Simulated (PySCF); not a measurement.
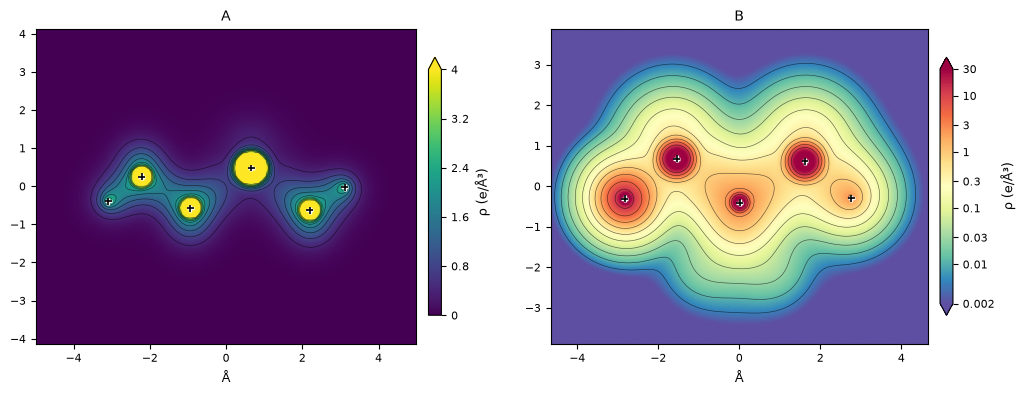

The electron density of 2 systems, each on a plane through atoms (crosses mark nuclei in the plane).

Computed with PySCF 2.14.0, CAM-B3LYP/def2-SVPD, SCF density, gas phase.

System 1: C2H9FSi2, the plane of atoms Si3, C2 and Si4. Geometry: GFN2-xTB.

```yaml
atoms:
  - { symbol: C, position_ang: [-1.0259, -1.1583, -0.1334] }
  - { symbol: C, position_ang: [-0.0525, -0.1211, 0.4355] }
  - { symbol: Si, position_ang: [-0.7160, 1.6451, 0.1710] }
  - { symbol: Si, position_ang: [1.6959, -0.3692, -0.2588] }
  - { symbol: F, position_ang: [2.1477, -1.8864, 0.0671] }
  - { symbol: H, position_ang: [-2.0121, -1.0564, 0.3181] }
  - { symbol: H, position_ang: [-1.1363, -1.0364, -1.2093] }
  - { symbol: H, position_ang: [-0.6719, -2.1709, 0.0554] }
  - { symbol: H, position_ang: [0.0057, -0.2840, 1.5180] }
  - { symbol: H, position_ang: [-2.0474, 1.7557, 0.7739] }
  - { symbol: H, position_ang: [0.1912, 2.6053, 0.8007] }
  - { symbol: H, position_ang: [-0.8141, 1.9221, -1.2639] }
  - { symbol: H, position_ang: [1.7413, -0.2933, -1.7116] }
  - { symbol: H, position_ang: [2.6936, 0.4474, 0.4152] }
```

System 2: C4H11ClSi, the plane of atoms C2, Si3 and C4. Geometry: GFN2-xTB.

| atom | x (Å) | y (Å) | z (Å) |
| --- | --- | --- | --- |
| C | 2.0354 | -0.9785 | 0.5244 |
| C | 1.1465 | 0.2555 | 0.6544 |
| Si | -0.2569 | 0.3314 | -0.6321 |
| C | -1.3349 | 1.8711 | -0.3728 |
| C | -1.3720 | -1.2206 | -0.4390 |
| Cl | -2.0327 | -1.2828 | 1.2195 |
| H | 2.8383 | -0.9544 | 1.2593 |
| H | 1.4586 | -1.8856 | 0.6857 |
| H | 2.4826 | -1.0299 | -0.4657 |
| H | 1.7674 | 1.1481 | 0.5634 |
| H | 0.7220 | 0.2776 | 1.6599 |
| H | 0.2765 | 0.2717 | -2.0052 |
| H | -0.7548 | 2.7816 | -0.4838 |
| H | -2.1449 | 1.9065 | -1.0948 |
| H | -1.7785 | 1.8797 | 0.6188 |
| H | -0.8325 | -2.1518 | -0.5915 |
| H | -2.2270 | -1.2074 | -1.1102 |

> Match each panel to its system.

Panel A is system 2, C4H11ClSi: the plane holds C, Si and H. C–C (1.53 Å): the density is about 1.6 e/Å³ at the midpoint. Panel B is system 1, C2H9FSi2: the plane holds C, Si, F and H. Si–F (1.62 Å): ρ is about 1 e/Å³ halfway.
